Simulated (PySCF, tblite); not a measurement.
# CH3BF2O2Si+ (doublet): geometry, infrared bands and EPR parameters

Aim: predict the infrared bands and EPR parameters of CH3BF2O2Si+ (doublet) (`[O+]=CO[SiH2]B(F)F`).

The runs use tblite 0.8.0 and PySCF 2.14.0, with density-fitted response routines of our own; the level of theory stands in each step. All values are computed, except where a source is named. Atoms are numbered from 0 throughout.

## Step 1: The molecule as given

10 atoms, charge 1, multiplicity 2; geometry from: force field or distance geometry start.

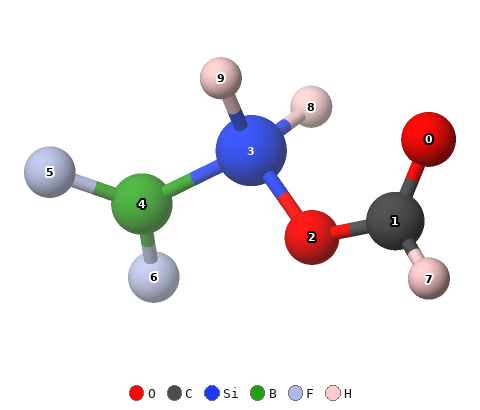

As it starts; oxygen red, carbon dark grey, silicon blue, boron green, fluorine light blue, hydrogen pink, atoms numbered.

## Step 2: Optimising the geometry with GFN2-xTB

The job: settings as JSON, then the geometry in Å.

```
{"job": {"kind": "relax", "xc": "GFN2-xTB", "basis": "xTB"}, "charge": 1, "multiplicity": 2}
O     -2.638500    -0.683400     0.147300
C     -2.192200     0.496300     0.194500
O     -0.806800     0.736000     0.122000
Si     0.369600    -0.519100    -0.079500
B      2.141000     0.256300    -0.139400
F      3.128600    -0.101500     0.837300
F      2.468600     1.207900    -1.191200
H     -2.861800     1.328300     0.325500
H      0.113100    -1.266300    -1.315200
H      0.287300    -1.449900     1.076200
```

Run with:

```console
$ OMP_NUM_THREADS=1 python probes_run.py task.json out
```

This one command runs all jobs of the session in turn.

The program printed:

```text
step      E/eV     max force
  0    -647.12201    5.860
  1    -648.17644    7.056
  2    -648.51538    2.577
  3    -648.64584    1.120
  4    -648.68918    0.619
  5    -648.72669    0.864
  6    -648.75399    0.624
  7    -648.76738    0.250
  8    -648.77259    0.214
  9    -648.78012    0.403
 10    -648.78809    0.444
 11    -648.79520    0.329
 12    -648.80054    0.193
 13    -648.80426    0.148
 14    -648.80690    0.173
 15    -648.80895    0.138
 16    -648.81132    0.189
 17    -648.81473    0.219
 18    -648.81867    0.280
 19    -648.82254    0.241
 20    -648.82596    0.216
 21    -648.82974    0.234
 22    -648.83528    0.272
 23    -648.84149    0.227
 24    -648.84571    0.197
 25    -648.84823    0.145
 26    -648.85077    0.159
 27    -648.85278    0.198
 28    -648.85397    0.073
 29    -648.85466    0.084
 30    -648.85549    0.077
 31    -648.85665    0.118
 32    -648.85835    0.140
 33    -648.86011    0.128
 34    -648.86156    0.152
 35    -648.86307    0.163
 36    -648.86506    0.142
 37    -648.86680    0.122
 38    -648.86797    0.122
 39    -648.86915    0.113
 40    -648.87015    0.090
 41    -648.87077    0.056
 42    -648.87110    0.040
 43    -648.87130    0.046
 44    -648.87152    0.051
 45    -648.87177    0.045
 46    -648.87197    0.034
 47    -648.87207    0.035
 48    -648.87215    0.031
 49    -648.87222    0.026
 50    -648.87228    0.015
 51    -648.87231    0.014
 52    -648.87233    0.015
 53    -648.87237    0.018
 54    -648.87241    0.024
 55    -648.87246    0.023
 56    -648.87249    0.014
 57    -648.87251    0.014
 58    -648.87253    0.017
 59    -648.87258    0.030
 60    -648.87269    0.048
 61    -648.87299    0.060
 62    -648.87346    0.150
 63    -648.87419    0.133
 64    -648.87512    0.109
 65    -648.87576    0.146
 66    -648.87597    0.081
 67    -648.87582    0.205
 68    -648.87629    0.062
 69    -648.87643    0.051
 70    -648.87727    0.151
 71    -648.87819    0.125
 72    -648.87928    0.133
 73    -648.87879    0.293
 74    -648.87978    0.253
 75    -648.88058    0.055
 76    -648.88094    0.055
 77    -648.88113    0.068
 78    -648.88129    0.089
 79    -648.88150    0.067
 80    -648.88173    0.057
 81    -648.88193    0.087
 82    -648.88228    0.134
 83    -648.88276    0.123
 84    -648.88314    0.132
 85    -648.88390    0.128
 86    -648.88366    0.218
 87    -648.88474    0.064
 88    -648.88498    0.052
 89    -648.88513    0.032
 90    -648.88517    0.014
 91    -648.88519    0.011
 92    -648.88521    0.011
 93    -648.88525    0.014
 94    -648.88530    0.020
 95    -648.88535    0.032
 96    -648.88541    0.040
 97    -648.88549    0.044
 98    -648.88561    0.046
 99    -648.88572    0.045
100    -648.88583    0.029
101    -648.88588    0.024
102    -648.88588    0.016
103    -648.88589    0.008
```

Run time: 0.41 s. Hardware: 1 thread of Arm Neoverse V2, shared host.

The steps of the relaxation: (not every step is listed)

| step | energy from step 0 (eV) | largest force (eV/Å) |
| --- | --- | --- |
| 0 | 0.0000 | 5.8602 |
| 1 | -1.0544 | 7.0556 |
| 2 | -1.3934 | 2.5772 |
| 3 | -1.5238 | 1.1201 |
| 4 | -1.5672 | 0.6193 |
| 5 | -1.6047 | 0.8642 |
| 6 | -1.6320 | 0.6239 |
| 7 | -1.6454 | 0.2505 |
| 8 | -1.6506 | 0.2140 |
| 17 | -1.6927 | 0.2195 |
| 26 | -1.7288 | 0.1588 |
| 35 | -1.7411 | 0.1626 |
| 44 | -1.7495 | 0.0513 |
| 53 | -1.7504 | 0.0184 |
| 62 | -1.7514 | 0.1497 |
| 71 | -1.7562 | 0.1254 |
| 80 | -1.7597 | 0.0568 |
| 89 | -1.7631 | 0.0318 |
| 98 | -1.7636 | 0.0463 |
| 99 | -1.7637 | 0.0450 |
| 100 | -1.7638 | 0.0294 |
| 101 | -1.7639 | 0.0238 |
| 102 | -1.7639 | 0.0158 |
| 103 | -1.7639 | 0.0077 |

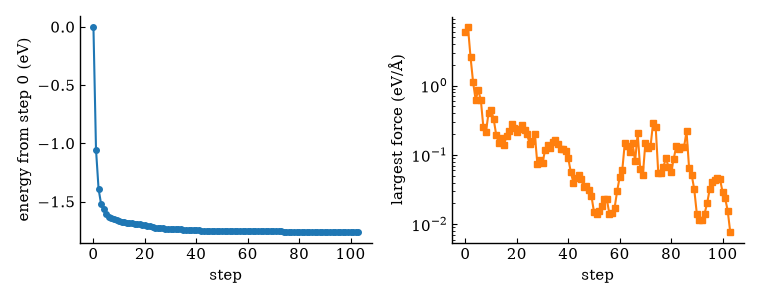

Energy and largest force along the relaxation.

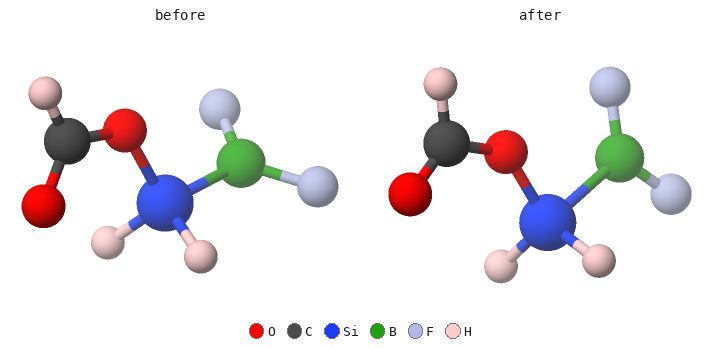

The geometry before (left) and after (right).

Distances of close pairs at the start and the end, largest changes first:

| bond | before (Å) | after (Å) | change (Å) |
| --- | --- | --- | --- |
| Si3–B4 | 1.935 | 2.145 | +0.210 |
| B4–F6 | 1.456 | 1.277 | -0.179 |
| B4–F5 | 1.434 | 1.279 | -0.155 |
| O2–Si3 | 1.732 | 1.618 | -0.114 |
| O0–C1 | 1.262 | 1.174 | -0.088 |
| C1–O2 | 1.408 | 1.371 | -0.037 |
| C1–H7 | 1.076 | 1.098 | +0.022 |
| Si3–H9 | 1.486 | 1.466 | -0.020 |

The final coordinates are the input of the step that follows.

## Step 3: Infrared spectrum with GFN2-xTB

The job: settings as JSON, then the geometry in Å.

```
{"job": {"kind": "ir", "xc": "GFN2-xTB", "basis": "xTB"}, "charge": 1, "multiplicity": 2}
O     -2.836521    -0.428991    -0.053378
C     -2.137174     0.507535     0.058790
O     -0.769689     0.406531     0.076967
Si     0.295372    -0.811404     0.051646
B      2.054090     0.401983    -0.135355
F      3.175235    -0.199533    -0.006029
F      1.949489     1.653341    -0.367403
H     -2.429534     1.560745     0.161848
H      0.275481    -1.625053    -1.169140
H      0.432135    -1.460500     1.359526
```

The program printed:

```text
mode    cm-1     km/mol
  1      22.2      0.23
  2      32.1      9.76
  3      68.2      5.51
  4     133.0      5.47
  5     186.3      2.05
  6     208.1     13.81
  7     247.2     16.39
  8     284.5     54.80
  9     401.6      6.78
 10     474.5    113.04
 11     539.5     74.43
 12     611.7      5.63
 13     673.8     37.94
 14     695.6    135.82
 15     763.7     31.41
 16     923.8      0.16
 17     970.0     76.75
 18    1183.3    499.99
 19    1261.5      4.37
 20    1522.2    372.03
 21    1828.9    207.23
 22    2220.3     17.87
 23    2229.7     61.61
 24    2884.6     58.58
```

Wall time 0.19 s (1 thread of Arm Neoverse V2, shared host).

Which atoms move in the most intense modes:

| cm⁻¹ | km/mol | atoms |
| --- | --- | --- |
| 474 | 113.0 | B4 33 %, F6 32 %, F5 32 % |
| 540 | 74.4 | H8 45 %, H9 40 % |
| 696 | 135.8 | H9 41 %, H8 41 % |
| 970 | 76.8 | O2 60 %, C1 29 % |
| 1183 | 500.0 | B4 49 %, F5 26 %, F6 24 % |
| 1522 | 372.0 | B4 73 %, F6 14 %, F5 13 % |
| 1829 | 207.2 | C1 52 %, O0 45 % |
| 2230 | 61.6 | H9 87 % |

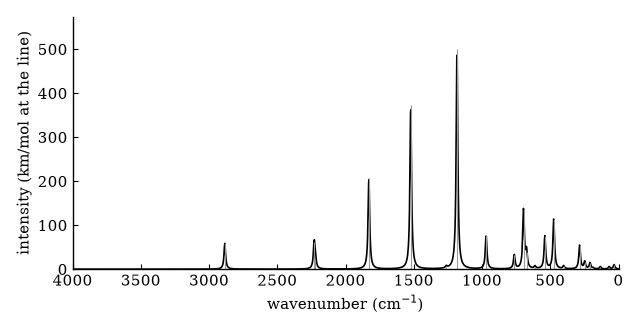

The infrared spectrum from these modes, unscaled. Lines are broadened to a width of 14 cm⁻¹ (Lorentzian).

## Step 4: EPR parameters: B3LYP/pcH-1

Settings changed since step 3:

```diff
@@ -1,2 +1,2 @@
-{"job": {"kind": "ir", "xc": "GFN2-xTB", "basis": "xTB"}, "charge": 1, "multiplicity": 2}
+{"job": {"kind": "epr", "basis": "pcH-1"}, "charge": 1, "multiplicity": 2}
 O     -2.836521    -0.428991    -0.053378
```

Level: UKS B3LYP, pcH-1 on B C F H O Si, non-relativistic, mean-field spin-orbit, GIAO.

The program printed:

```text
UKS, coarse grid
  cycle   1  E = -703.91607440  |g| = 8.49e-01
  cycle   2  E = -702.42084663  |g| = 1.95e+00
  cycle   3  E = -704.08335483  |g| = 5.08e-01
  cycle   4  E = -704.18541749  |g| = 1.08e-01
  cycle   5  E = -704.17209283  |g| = 1.77e-01
  cycle   6  E = -704.18938568  |g| = 4.63e-02
  cycle   7  E = -704.19033415  |g| = 2.10e-02
  cycle   8  E = -704.19051384  |g| = 6.29e-03
  cycle   9  E = -704.19053637  |g| = 1.31e-03
  cycle  10  E = -704.19053714  |g| = 9.78e-04
UKS, final grid
  cycle   1  E = -704.19049144  |g| = 3.27e-03
  cycle   2  E = -704.19041673  |g| = 1.30e-02
  cycle   3  E = -704.19049667  |g| = 3.62e-04
  cycle   4  E = -704.19049671  |g| = 1.46e-04
  cycle   5  E = -704.19049673  |g| = 8.57e-05
  cycle   6  E = -704.19049673  |g| = 3.94e-05
  cycle   7  E = -704.19049673  |g| = 4.97e-06
E = -704.19049673 Eh   <S^2> = 0.7538 (exact 0.7500)
g shifts (ppm)      1          2          3
  rmc          -245       -245       -245
  gc             31         33         56
  oz_so         692       4525       8483
  total         479       4313       8293
hyperfine (MHz)  atom isotope    a_iso     a_fc   dipolar eigenvalues
    0   17O     -10.81     -10.51    -65.97     30.13     35.84
    1   13C     -29.86     -29.86     -5.67      0.96      4.71
    2   17O       5.09       5.60    -51.51     25.38     26.13
    3  29Si      34.43      34.68    -61.16     29.58     31.57
    4   11B     246.73     246.79    -16.62    -16.33     32.95
    5   19F     147.62     146.46   -162.58   -147.33    309.92
    6   19F      92.44      91.49   -125.00   -107.59    232.59
    7    1H      42.07      42.07     -3.44      0.34      3.10
    8    1H      83.86      83.84     -4.65     -0.77      5.42
    9    1H      86.32      86.30     -4.68     -0.90      5.58
```

It took 47 s on 1 thread of Arm Neoverse V2, shared host; peak memory 0.71 GiB.

Principal g values 2.00280, 2.00663, 2.01061; g(iso) = 2.00668, against 2.00232 for a free electron.

Mean a(iso) over the nuclei that a row names, and the largest dipolar term of the row (other rows stand at the frozen geometry):

| nuclei | isotope | a(iso) (MHz) | a(iso) (G, at g = 2.0023) | largest dipolar term (MHz) |
| --- | --- | --- | --- | --- |
| B4 | 11B | 246.7 | 88.0 | 33.0 |
| F5, F6 | 19F | 120.0 | 42.8 | 309.9 |
| H8, H9 | 1H | 85.1 | 30.4 | 5.6 |
| H7 | 1H | 42.1 | 15.0 | -3.4 |
| Si3 | 29Si | 34.4 | 12.3 | -61.2 |
| C1 | 13C | -29.9 | -10.7 | -5.7 |
| O0 | 17O | -10.8 | -3.9 | -66.0 |
| O2 | 17O | 5.1 | 1.8 | -51.5 |

Mulliken spin populations:

| atom | value (e) |
| --- | --- |
| O0 | 0.22 |
| C1 | -0.03 |
| O2 | 0.13 |
| Si3 | 0.18 |
| B4 | 0.30 |
| F5 | 0.06 |
| F6 | 0.04 |
| H7 | 0.02 |
| H8 | 0.04 |
| H9 | 0.04 |

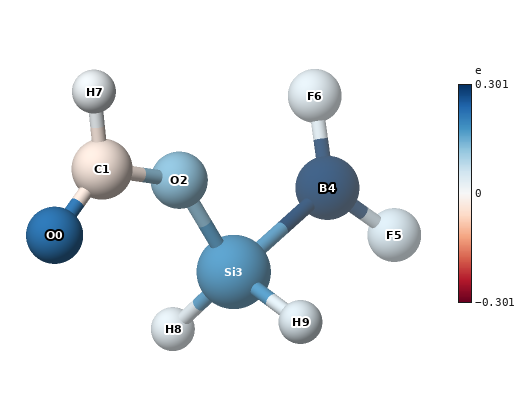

Mulliken spin populations, as colours on the atoms.

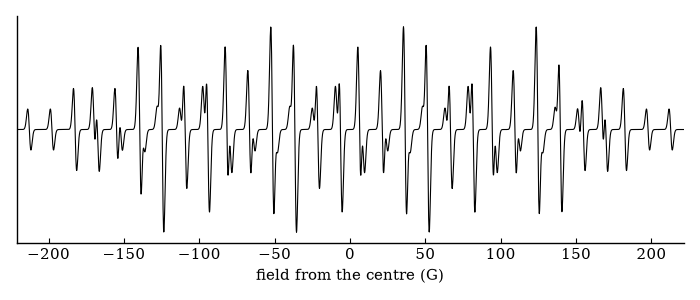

First-order isotropic spectrum (first derivative, main isotopes with spin only, couplings over 0.8 MHz, Gaussian width 1.1 G; couplings of the frozen geometry, rotation of groups not averaged beyond the rows shown).

The fields below are evaluated on a grid from the run's orbitals.

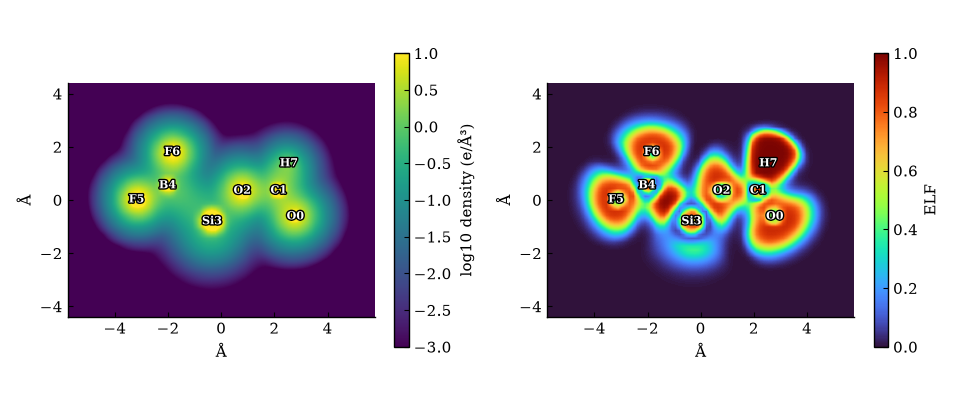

Density (left) and ELF (right) in a plane through or near 8 of the atoms.

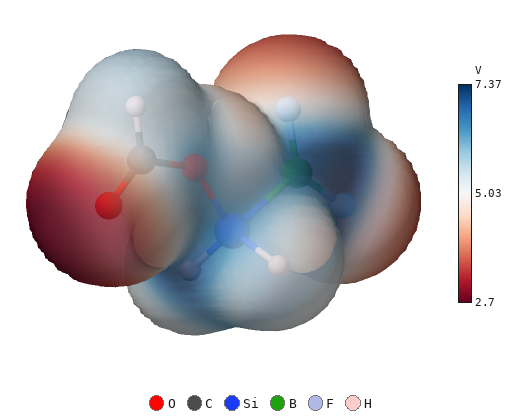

Electrostatic potential on the surface of density 0.002 e/bohr³; red is low, blue high. It runs from 2.70 V near O0 to 7.37 V near B4.

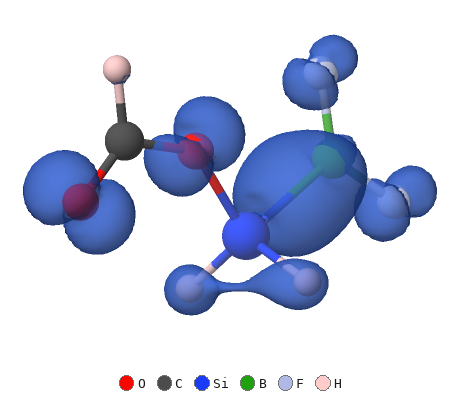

Spin density at ±0.03 e/Å³ (alpha excess blue, beta excess red).

## Step 5: Summary of results

```
                                 quantity                  value
strongest single infrared mode (GFN2-xTB)  1183 cm⁻¹, 500 km/mol
             zero-point energy (GFN2-xTB)          29.1 kcal/mol
                           g(iso) (B3LYP)                2.00668
                                     ⟨S²⟩     0.754 (exact 0.75)
       largest a(iso) (averaged by class)   11B on B4, 246.7 MHz
```

What this shows: The optimisation took 103 steps and gained 1.764 eV; among the close pairs (by a distance rule), Si3–B4 changed most, from 1.935 to 2.145 Å. No mode is imaginary among the 24: a minimum at this level. The strongest single mode, at 1183 cm⁻¹, has its largest shares on B4, F5 and F6 (the list is cut at 3 atoms). Unscaled tight-binding wavenumbers are off by several per cent, some by more. Its intensities can rank the bands wrongly. The largest spin populations lie on B4 (0.30 e), O0 (0.22 e). The isotropic g lies 4.4 ppt above the free-electron value. The conformer search (at its own cheap level) found a structure 49.4 kcal/mol lower, too far down for a turn about a bond: it may have other bonds, so these spectra needn't be the molecule's.
